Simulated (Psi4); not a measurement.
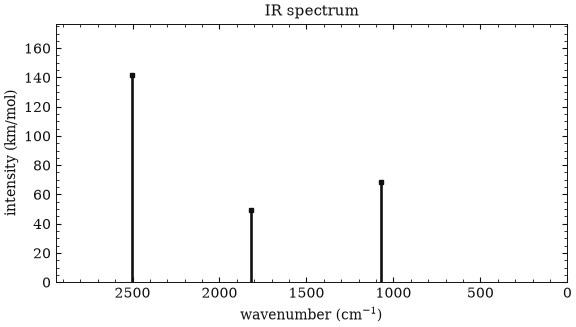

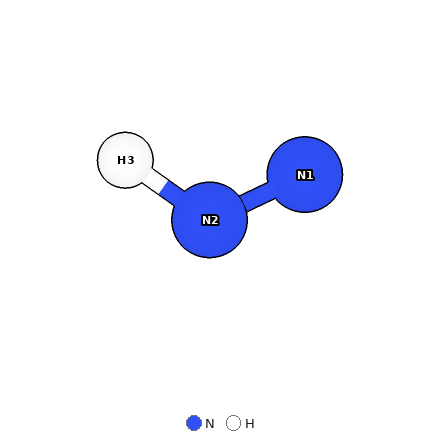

Infrared spectrum of N₂H, SMILES [N]=N, doublet. Unscaled harmonic wavenumbers and double-harmonic intensities, PBE/cc-pVDZ, Psi4, at a geometry relaxed at this level, isolated molecule.

Q: List the modes.

A:
| cm⁻¹ | km/mol |
| --- | --- |
| 1073.0 | 68.5 |
| 1820.2 | 49.6 |
| 2504.6 | 141.3 |

Caveats: double-zeta basis.
